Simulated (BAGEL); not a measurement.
# HF/STO-3G (density fitting with qzvpp-jkfit) run of CH5BOS (SMILES COBS)

What is the vertical ionisation energy of CH5BOS at HF/STO-3G (density fitting with qzvpp-jkfit)? 

The results are computed with BAGEL 1.2.2.

1 further run of the same task is left out (set aside as unsound or not needed).

## Step 1: The molecule

CH5BOS has 9 atoms, charge 0, and is taken as a singlet. SMILES: `COBS`. Geometry: relaxed at PBE0-D4/def2-TZVP. This is one conformer, not always the lowest.

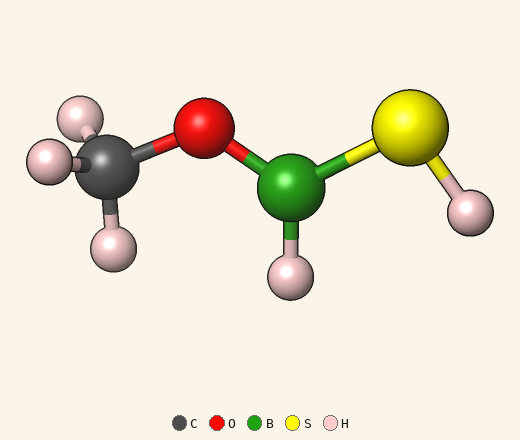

Viewed from a chosen angle; carbon dark grey, oxygen red, boron green, sulfur yellow, hydrogen pink.

## Step 2: The energy at HF/STO-3G (density fitting with qzvpp-jkfit)

Input file input.json:

```json
{ "bagel": [

{
  "title": "molecule",
  "basis": "sto-3g",
  "df_basis": "qzvpp-jkfit",
  "angstrom": "true",
  "geometry": [
    { "atom": "C", "xyz": [    0.569500,    0.756200,   -1.208400 ] },
    { "atom": "O", "xyz": [    0.058000,    0.724300,    0.107400 ] },
    { "atom": "B", "xyz": [   -0.311900,   -0.424400,    0.697800 ] },
    { "atom": "S", "xyz": [   -0.950000,   -0.317900,    2.384900 ] },
    { "atom": "H", "xyz": [    0.616800,   -0.246400,   -1.642400 ] },
    { "atom": "H", "xyz": [   -0.075000,    1.387200,   -1.823700 ] },
    { "atom": "H", "xyz": [    1.571200,    1.190000,   -1.188400 ] },
    { "atom": "H", "xyz": [   -0.226000,   -1.480600,    0.136800 ] },
    { "atom": "H", "xyz": [   -1.164300,   -1.634700,    2.518700 ] }
  ]
},
{
  "title": "hf"
},
{
  "title": "print",
  "file": "orbitals.molden",
  "orbitals": "true"
}

]}
```

Started as:

```bash
$ BAGEL_NUM_THREADS=1 BAGEL input.json > input.out
```

Log:

```text
* using 1 threads per process

  ===============================================================
  ===============================================================

  *** Geometry ***

  { "atom" : "C", "xyz" : [      1.076199,      1.429011,     -2.283545 ] },
  { "atom" : "O", "xyz" : [      0.109604,      1.368729,      0.202957 ] },
  { "atom" : "B", "xyz" : [     -0.589406,     -0.802000,      1.318651 ] },
  { "atom" : "S", "xyz" : [     -1.795240,     -0.600744,      4.506808 ] },
  { "atom" : "H", "xyz" : [      1.165583,     -0.465629,     -3.103686 ] },
  { "atom" : "H", "xyz" : [     -0.141729,      2.621428,     -3.446294 ] },
  { "atom" : "H", "xyz" : [      2.969138,      2.248774,     -2.245751 ] },
  { "atom" : "H", "xyz" : [     -0.427078,     -2.797929,      0.258515 ] },
  { "atom" : "H", "xyz" : [     -2.200208,     -3.089135,      4.759653 ] },

  Number of auxiliary basis functions:      445

  Since a DF basis is specified, we compute 2- and 3-index integrals:
    o Being stored without compression. Storage requirement is 0.003 GB

  Number of basis functions:       29
  Number of electrons      :       40

    * METHOD: MOLECULE                             0.09

  *** RHF ***

  === Nuclear Repulsion ===
   144.3856322443

      * DIIS with orbital gradients will be used.

  === RHF iteration (sto-3g) ===
      0       -531.70847709          0.01614450           0.01
      1       -531.77601362          0.00522753           0.01
      2       -531.78244329          0.00106565           0.01
      3       -531.78286019          0.00017343           0.01
      4       -531.78287464          0.00005001           0.01
      5       -531.78287643          0.00001039           0.01
      6       -531.78287651          0.00000229           0.01
      7       -531.78287651          0.00000048           0.01
      8       -531.78287651          0.00000013           0.01
      9       -531.78287651          0.00000004           0.01
     10       -531.78287651          0.00000001           0.01
     11       -531.78287651          0.00000000           0.01
    * SCF iteration converged.

    * Permanent dipole moment:
           (   -0.210657,     0.314910,     0.646733) a.u.

    * METHOD: HF                                   0.16

    * METHOD: PRINT                                0.00

  ===============================================================
```

Wall time 0.4 s (1 thread of Intel Xeon 6975P-C (Granite Rapids), shared host).

## Step 3: The doublet cation at the same level

Input file calc.json:

```json
{ "bagel": [

{
  "title": "molecule",
  "basis": "sto-3g",
  "df_basis": "qzvpp-jkfit",
  "angstrom": true,
  "geometry": [
    { "atom": "C", "xyz": [    0.569500,    0.756200,   -1.208400 ] },
    { "atom": "O", "xyz": [    0.058000,    0.724300,    0.107400 ] },
    { "atom": "B", "xyz": [   -0.311900,   -0.424400,    0.697800 ] },
    { "atom": "S", "xyz": [   -0.950000,   -0.317900,    2.384900 ] },
    { "atom": "H", "xyz": [    0.616800,   -0.246400,   -1.642400 ] },
    { "atom": "H", "xyz": [   -0.075000,    1.387200,   -1.823700 ] },
    { "atom": "H", "xyz": [    1.571200,    1.190000,   -1.188400 ] },
    { "atom": "H", "xyz": [   -0.226000,   -1.480600,    0.136800 ] },
    { "atom": "H", "xyz": [   -1.164300,   -1.634700,    2.518700 ] }
  ]
},
{ "title": "uhf", "charge": 1, "nopen": 1 },
{ "title": "print", "file": "orbitals.molden", "orbitals": true }

]}
```

Started as:

```bash
$ BAGEL_NUM_THREADS=1 BAGEL calc.json > calc.out
```

Log:

```text
* using 1 threads per process

  ===============================================================
  ===============================================================

  *** Geometry ***

  { "atom" : "C", "xyz" : [      1.076199,      1.429011,     -2.283545 ] },
  { "atom" : "O", "xyz" : [      0.109604,      1.368729,      0.202957 ] },
  { "atom" : "B", "xyz" : [     -0.589406,     -0.802000,      1.318651 ] },
  { "atom" : "S", "xyz" : [     -1.795240,     -0.600744,      4.506808 ] },
  { "atom" : "H", "xyz" : [      1.165583,     -0.465629,     -3.103686 ] },
  { "atom" : "H", "xyz" : [     -0.141729,      2.621428,     -3.446294 ] },
  { "atom" : "H", "xyz" : [      2.969138,      2.248774,     -2.245751 ] },
  { "atom" : "H", "xyz" : [     -0.427078,     -2.797929,      0.258515 ] },
  { "atom" : "H", "xyz" : [     -2.200208,     -3.089135,      4.759653 ] },

  Number of auxiliary basis functions:      445

  Since a DF basis is specified, we compute 2- and 3-index integrals:
    o Being stored without compression. Storage requirement is 0.003 GB

  Number of basis functions:       29
  Number of electrons      :       40

    * METHOD: MOLECULE                             0.09

  *** Open-shell HF ***

  === Nuclear Repulsion ===
   144.3856322443

      * DIIS with orbital gradients will be used.

  === UHF iteration (sto-3g) ===
      0       -531.47726382          0.03037371           0.02
      1       -531.54517884          0.01186037           0.02
      2       -531.55360137          0.00542737           0.02
      3       -531.55556266          0.00094220           0.02
      4       -531.55606345          0.00026787           0.02
      5       -531.55623140          0.00022104           0.02
      6       -531.55635676          0.00021116           0.02
      7       -531.55650322          0.00019649           0.02
      8       -531.55663261          0.00046475           0.02
      9       -531.55676300          0.00045267           0.02
     10       -531.55677451          0.00025899           0.02
     11       -531.55679588          0.00003237           0.02
     12       -531.55684560          0.00003167           0.02
     13       -531.55684914          0.00000526           0.02
     14       -531.55684997          0.00000133           0.02
     15       -531.55685029          0.00000072           0.02
     16       -531.55685039          0.00000011           0.02
     17       -531.55685039          0.00000005           0.02
     18       -531.55685039          0.00000003           0.02
     19       -531.55685039          0.00000002           0.02
     20       -531.55685039          0.00000001           0.02
     21       -531.55685039          0.00000001           0.02
    * SCF iteration converged.

    * S^2 (UHF) is 0.8271

    * Permanent dipole moment:
           (    0.394886,     0.939350,    -0.721856) a.u.

    * METHOD: UHF                                  0.44

    * METHOD: PRINT                                0.00

  ===============================================================
```

It took 0.68 s on 1 thread of Intel Xeon 6975P-C (Granite Rapids), shared host.

## Step 4: Outcome

At HF/STO-3G (density fitting with qzvpp-jkfit):

```
                                          quantity          value
                      singlet CH5BOS: total energy  -531.78288 Eh
                     singlet CH5BOS: dipole moment         1.91 D
                       singlet CH5BOS: HOMO energy       -7.31 eV
                       singlet CH5BOS: LUMO energy        8.68 eV
                     singlet CH5BOS: HOMO–LUMO gap       15.99 eV
                      doublet cation: total energy  -531.55685 Eh
                              doublet cation: ⟨S²⟩          0.827
vertical ionisation energy (to the doublet cation)       6.150 eV
```

**Reading.** Removing an electron at fixed nuclei costs 6.15 eV (142 kcal/mol). The negative HOMO energy of the first species, 7.31 eV, lies 1.16 eV above that difference. In a minimal basis such a difference can be off by several eV, whatever the method.
